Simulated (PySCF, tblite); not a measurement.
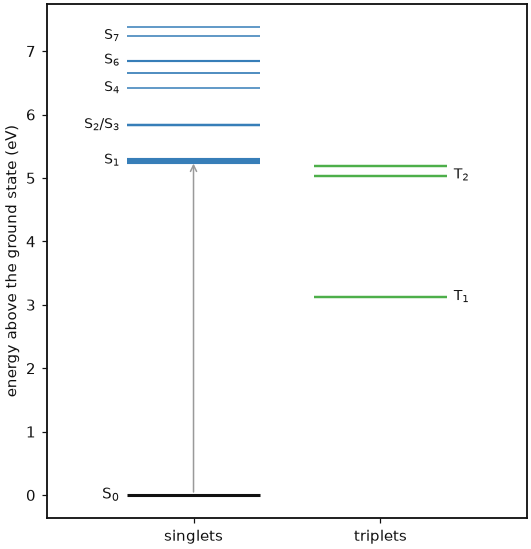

State diagram of C₄H₅BO₂, SMILES C=CC1=COBO1. Vertical TDDFT excitations, B3LYP/def2-SVPD in PySCF 2.14.0, at a GFN2-xTB geometry (a minimum by its frequencies), gas phase. Triplets in the Tamm-Dancoff approximation; only the lowest 8 singlets and 3 triplets were computed. Thicker singlet lines are brighter; the arrow marks the brightest. States within 0.01 eV of each other are merged, with their strengths summed. The highest state may be half of a pair whose partner wasn't computed.

**What are the energy, strength and character of the state that the arrow marks?**

S1 at 5.27 eV (235 nm), f = 0.491, mainly HOMO → LUMO (87 %).

**What character does the calculation give T1?**

Mainly HOMO → LUMO (96 %).

**What is the vertical gap between S1 and T1?**

2.15 eV: S1 at 5.27 eV, T1 at 3.12 eV.

Known limits of this run: states above the negative HOMO energy depend on the basis; the tight-binding geometry is rougher than a DFT one and adds to the error; one conformer of a flexible molecule; core orbitals are frozen in the response.
